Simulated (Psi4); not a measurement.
# SiNHF3 (SMILES [NH][Si](F)(F)F) at UCCSD(T)/6-31G(d) (spherical functions)

What is the vertical ionisation energy of SiNHF3 at UCCSD(T)/6-31G* (spherical functions)? 

The calculation is run with Psi4 1.11.

1 further run of the same task is left out (set aside as unsound or not needed).

## (1) The structure to begin with

The species is SiNHF3 (6 atoms), meant as a doublet with charge 0. As SMILES, `[NH][Si](F)(F)F`. Geometry: relaxed at PBE0-D4/def2-TZVP.

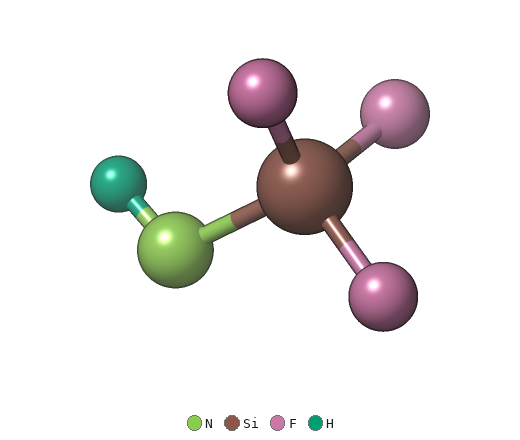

Viewed from a chosen angle; nitrogen green, silicon brown, fluorine pink, hydrogen teal.

## (2) The energy at UCCSD(T)/6-31G(d) (spherical functions)

job.py

```python
import psi4

psi4.set_memory('2200 MB')
psi4.set_num_threads(1)
psi4.core.set_output_file('f3hnsi.out', False)

mol = psi4.geometry("""
0 2
N     -0.974500     0.604600     0.713900
Si     0.193600    -0.089600    -0.346100
F     -0.087100     0.387600    -1.812600
F      0.123100    -1.661400    -0.330200
F      1.652300     0.359600     0.035600
H     -0.865300     0.335400     1.693200
symmetry c1
no_reorient
no_com
""")

psi4.set_options({
    'basis': '6-31G*',
    'reference': 'uhf',
    'puream': True,
    'e_convergence': 1e-09,
    'd_convergence': 1e-08,
    'scf_type': 'pk',
    'num_frozen_docc': 9,
    'maxiter': 100,
})

e_tot = psi4.energy('ccsd(t)', molecule=mol)
print('E =', round(e_tot, 9))
```

On the command line:

```
python job.py
```

f3hnsi.out:

```text
[...]
  Running in c1 symmetry.
[...]
  Nuclear repulsion =  256.064953319374581
[...]
  Multiplicity = 2
[...]
  Nalpha       = 25
  Nbeta        = 24
[...]
    Number of basis functions: 76
[...]
   @UHF iter   1:  -642.34597443805364   -1.24240e+00   6.49735e-03 ADIIS/DIIS
[...]
   @UHF iter  16:  -642.44290018730680   -1.11413e-11   8.99532e-09 DIIS
[...]
   @S^2 Observed:                7.566760863E-01
[...]
    Orbital Energies [Eh]
    ---------------------
    Alpha Occupied:
       1A    -68.915733     2A    -26.325243     3A    -26.325231
       4A    -26.318265     5A    -15.625886     6A     -6.258501
       7A     -4.367921     8A     -4.367554     9A     -4.365541
      10A     -1.644381    11A     -1.617195    12A     -1.612228
      13A     -1.195436    14A     -0.827963    15A     -0.755686
      16A     -0.752777    17A     -0.733851    18A     -0.701207
      19A     -0.700830    20A     -0.677538    21A     -0.675926
      22A     -0.656502    23A     -0.645439    24A     -0.553299
      25A     -0.515264
    Alpha Virtual:
[...]
  @UHF Final Energy:  -642.44290018730680
   => Energetics <=
    Nuclear Repulsion Energy =            256.0649533193745810
    One-Electron Energy =               -1403.5321610990422414
    Two-Electron Energy =                 505.0243075923608558
    Total Energy =                       -642.4429001873068046
  UHF NO Occupations:
  HONO-2 :   23  A 1.9993996
  HONO-1 :   24  A 1.9976622
[...]
 Multipole Moments:
 ------------------------------------------------------------------------------------
     Multipole            Electronic (a.u.)      Nuclear  (a.u.)        Total (a.u.)
 ------------------------------------------------------------------------------------
 L = 1.  Multiply by 2.5417464519 to convert [e a0] to [Debye]
 Dipole X            :        -19.3325969           19.3097885           -0.0228084
 Dipole Y            :          9.1520600           -9.2872480           -0.1351880
 Dipole Z            :         33.1546956          -32.3515444            0.8031513
 Magnitude           :                                                    0.8147687
[...]
      * MP2 total energy                      = -643.158282509793480
[...]
      * CCSD total energy                     = -643.177559046123179
[...]
      * CCSD(T) total energy                     = -643.190237242270086
```

The script printed:

```text
E = -643.190237242
```

Wall time 2.7 min (1 thread of AMD EPYC 7R43 (Zen 3), shared host); peak memory 0.41 GiB.

## (3) The singlet cation at the same level

job.json

```json
{
  "schema_name": "qcschema_input",
  "schema_version": 1,
  "molecule": {
    "schema_name": "qcschema_molecule",
    "schema_version": 2,
    "symbols": ["N", "Si", "F", "F", "F", "H"],
    "geometry": [-1.84153811, 1.14252841, 1.34907548, 0.36585098, -0.16931946, -0.65403421, -0.16459515, 0.73245785, -3.42531757, 0.23262529, -3.13959098, -0.62398757, 3.12239448, 0.67954551, 0.06727425, -1.63518002, 0.63381414, 3.19968427],
    "molecular_charge": 1,
    "molecular_multiplicity": 1,
    "fix_symmetry": "c1"
  },
  "driver": "energy",
  "model": {
    "method": "ccsd(t)",
    "basis": "6-31G*"
  },
  "keywords": {
    "puream": true,
    "e_convergence": 1e-09,
    "d_convergence": 1e-08,
    "scf_type": "pk",
    "num_frozen_docc": 9
  }
}
```

On the command line:

```
psi4 --qcschema job.json -n 1 --memory 2200MB
```

stdout:

```text
[...]
  Running in c1 symmetry.
[...]
  Nuclear repulsion =  256.064953510434805
[...]
  Multiplicity = 1
[...]
  Nalpha       = 24
  Nbeta        = 24
[...]
    Number of basis functions: 76
[...]
   @RHF iter   1:  -641.82741226113058   -7.23835e-01   7.43026e-03 ADIIS/DIIS
[...]
   @RHF iter  15:  -641.97169828816413   -3.52429e-12   2.36666e-09 DIIS
[...]
    Orbital Energies [Eh]
    ---------------------
    Doubly Occupied:
       1A    -69.185849     2A    -26.550946     3A    -26.550732
       4A    -26.532037     5A    -16.098970     6A     -6.528202
       7A     -4.637686     8A     -4.636608     9A     -4.636011
      10A     -1.861620    11A     -1.834970    12A     -1.822829
      13A     -1.544041    14A     -1.110013    15A     -1.019200
      16A     -0.967761    17A     -0.966685    18A     -0.940165
      19A     -0.910164    20A     -0.907280    21A     -0.892848
      22A     -0.890151    23A     -0.874940    24A     -0.865290
[...]
  @RHF Final Energy:  -641.97169828816413
   => Energetics <=
    Nuclear Repulsion Energy =            256.0649535104348047
    One-Electron Energy =               -1390.5433071851011846
    Two-Electron Energy =                 492.5066553865021888
    Total Energy =                       -641.9716982881641343
[...]
 Multipole Moments:
 ------------------------------------------------------------------------------------
     Multipole            Electronic (a.u.)      Nuclear  (a.u.)        Total (a.u.)
 ------------------------------------------------------------------------------------
 L = 1.  Multiply by 2.5417464519 to convert [e a0] to [Debye]
 Dipole X            :          0.2916170           -1.9662838           -1.6746668
 Dipole Y            :         -0.1668995            0.9656641            0.7987646
 Dipole Z            :         -0.2955491            2.8531712            2.5576222
 Magnitude           :                                                    3.1597412
[...]
      * MP2 total energy                      = -642.673859710787156
[...]
      * CCSD total energy                     = -642.702742590344656
[...]
      * CCSD(T) total energy                  = -642.718273460483374
[...]
```

The result, in JSON:

```text
{
 "driver": "energy",
 "model": {
  "method": "ccsd(t)",
  "basis": "6-31G*"
 },
 "success": true,
 "return_result": -642.7182734604834,
 "properties": {
  "calcinfo_nbasis": 76,
  "calcinfo_nmo": 76,
  "calcinfo_nalpha": 24,
  "calcinfo_nbeta": 24,
  "calcinfo_natom": 6,
  "nuclear_repulsion_energy": 256.0649535104348,
  "return_energy": -642.7182734604834,
  "scf_one_electron_energy": -1390.5433071851012,
  "scf_two_electron_energy": 492.5066553865022,
  "scf_dipole_moment": [-1.6746667595062128, 0.7987645696650291, 2.5576221522962865],
  "scf_total_energy": -641.9716982881641,
  "scf_iterations": 15,
  "mp2_same_spin_correlation_energy": -0.18806035365880358,
  "mp2_opposite_spin_correlation_energy": -0.514101068966664,
  "mp2_singles_energy": -9.31195272899865e-28,
  "mp2_doubles_energy": -0.7021614226254675,
  "mp2_correlation_energy": -0.7021614226254675,
  "mp2_total_energy": -642.6738597107872,
  "ccsd_same_spin_correlation_energy": -0.1683131173451713,
  "ccsd_opposite_spin_correlation_energy": -0.5627311848377982,
  "ccsd_singles_energy": 0.0,
  "ccsd_doubles_energy": -0.7310443021829695,
  "ccsd_correlation_energy": -0.7310443021829693,
  "ccsd_total_energy": -642.7027425903447,
  "ccsd_iterations": 34,
  "ccsd_prt_pr_correlation_energy": -0.7465751723217885,
  "ccsd_prt_pr_total_energy": -642.7182734604834
 }
}
```

It took 48 s on 1 thread of AMD EPYC 7R43 (Zen 3), shared host; peak memory 0.38 GiB.

## (4) Results

At UCCSD(T)/6-31G* (spherical functions), 9 core orbitals frozen:

| quantity | value |
| --- | --- |
| doublet SiNHF3: total energy | -643.19024 Eh |
| doublet SiNHF3: HOMO energy (Hartree–Fock orbitals) (highest over α and β) | -12.93 eV |
| doublet SiNHF3: LUMO energy (Hartree–Fock orbitals) (lowest over α and β) | 1.29 eV |
| doublet SiNHF3: correlation energy (9 core orbitals frozen) | -747.3 mEh |
| doublet SiNHF3: (T) correction | -12.68 mEh |
| doublet SiNHF3: ⟨S²⟩ of the reference determinant | 0.757 |
| doublet SiNHF3: T1 diagnostic | 0.017 |
| singlet cation: total energy | -642.71827 Eh |
| singlet cation: HOMO energy (Hartree–Fock orbitals) | -23.55 eV |
| singlet cation: LUMO energy (Hartree–Fock orbitals) | -10.84 eV |
| singlet cation: HOMO–LUMO gap (Hartree–Fock orbitals) | 12.70 eV |
| singlet cation: correlation energy (9 core orbitals frozen) | -746.6 mEh |
| singlet cation: (T) correction | -15.53 mEh |
| singlet cation: T1 diagnostic | 0.022 |
| vertical ionisation energy (to the singlet cation) | 12.843 eV |

What this shows: Removing an electron at fixed nuclei costs 12.84 eV (1239 kJ/mol). Only the singlet of the ionised species was computed; a triplet could lie lower. The triples (doublet SiNHF3) make up 1.7 % of the correlation energy. The T1 diagnostic (singlet cation) of 0.022 is above the customary mark for such species, so a single reference may not serve. The triples (singlet cation) make up 2.1 % of the correlation energy.
